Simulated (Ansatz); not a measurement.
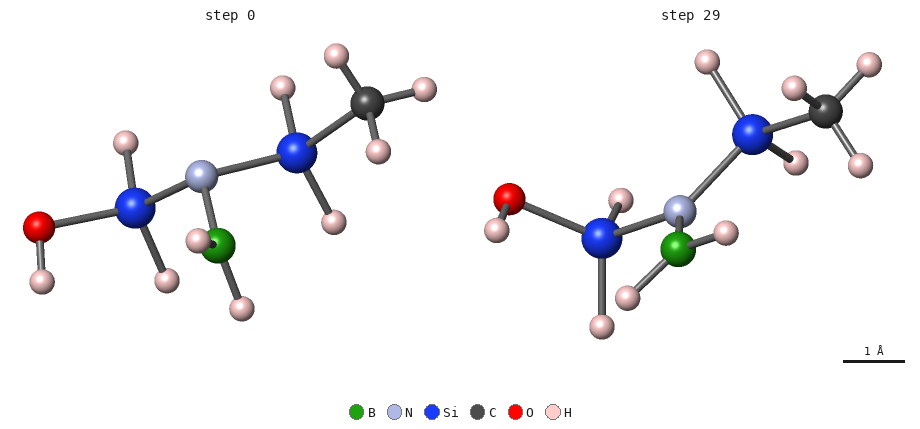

The structure of CH$_{10}$BNOSi$_{2}$ before (left) and after (right) a relaxation, at one scale.

The picture is a ball-and-stick view, seen from a free direction.

The run prepares the start of a later molecular dynamics calculation, from a guessed geometry.

These are results of RKS PBE/STO-3G in Ansatz 0.2.0, not measurements.

Input file:
```yaml
crystal:
  periodic: [false, false, false]
  atoms:
    - { symbol: B, position_ang: [-1.4475, -0.2516, 0.5647] }
    - { symbol: "N", position_ang: [-0.1149, 0.425, 0.482] }
    - { symbol: Si, position_ang: [0.9278, -0.6712, -0.4592] }
    - { symbol: C, position_ang: [1.3672, -2.2129, 0.5384] }
    - { symbol: Si, position_ang: [-0.2476, 1.9528, -0.4587] }
    - { symbol: O, position_ang: [-1.1919, 3.1057, 0.4433] }
    - { symbol: H, position_ang: [-2.0667, -0.4779, -0.4281] }
    - { symbol: H, position_ang: [-1.9427, -0.4176, 1.5982] }
    - { symbol: H, position_ang: [2.2489, 0.0122, -0.6643] }
    - { symbol: H, position_ang: [0.3393, -1.0284, -1.7064] }
    - { symbol: H, position_ang: [1.9757, -2.8789, -0.003] }
    - { symbol: H, position_ang: [0.3592, -2.7539, 0.7387] }
    - { symbol: H, position_ang: [1.7041, -1.9238, 1.4981] }
    - { symbol: H, position_ang: [1.0654, 2.5381, -0.6369] }
    - { symbol: H, position_ang: [-0.8754, 1.6956, -1.747] }
    - { symbol: H, position_ang: [-2.1239, 2.8642, 0.2845] }
basis:
  gaussian: { orbitals: STO-3G }
hamiltonian:
  xc: pbe
relax:
  f_tol: 0.02
  max_steps: 40
scf:
  lower_state_search: "off"
```

Run as
```bash
ansatz run input.yaml --threads 1 --pin off --max-ram 2048MiB --backend cpu --events-out ev --progress --plain --runs-dir out
```

**Summarise the run.**

Over 27 accepted moves (29 points after the start) the energy falls by 53.8 kcal/mol. Largest force component: 5.1 eV/Å at the start, 0.0085 eV/Å at the end. The line search rejected the trial steps at points 15, 25 of the run. The largest move after the best rigid fit is that of H7, 1.40 Å. By element the largest moves are H 1.40 Å, N 0.73 Å, O 0.62 Å, Si 0.54 Å, C 0.19 Å, B 0.06 Å. Among the contacts that change: B1–N2 1.497 → 1.397 Å, C4–H12 1.161 → 1.102 Å, O6–H16 0.976 → 1.034 Å, C4–H11 1.052 → 1.104 Å. Bond angles that change, for instance: B1–N2–Si3 105.8° → 123.3°, Si3–N2–Si5 106.8° → 118.8°, H11–C4–H13 117.1° → 108.0°.

Limits of the set-up: STO-3G is a minimal basis, so the numbers are rough.
